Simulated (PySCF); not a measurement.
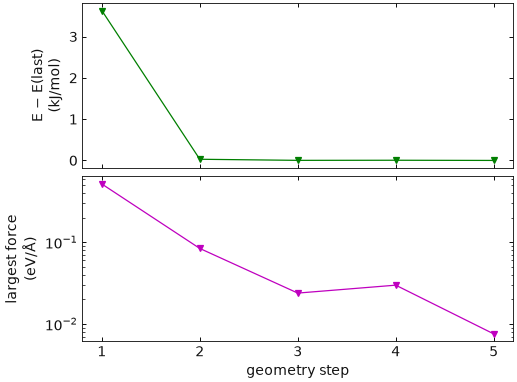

History of a geometry optimisation.

System: 4-Methylpyridine (SMILES Cc1ccncc1).
Method: PBE0-D3(BJ)/def2-SVP, geometry optimisation (PySCF).

> How did the optimisation end?

The optimisation met its thresholds at geometry 5, counting the start as the first. The energy fell by about 3.6 kJ/mol from the first step to the last. The largest force goes from about 0.52 eV/Å at the start to 8 × 10⁻³ eV/Å at the end.
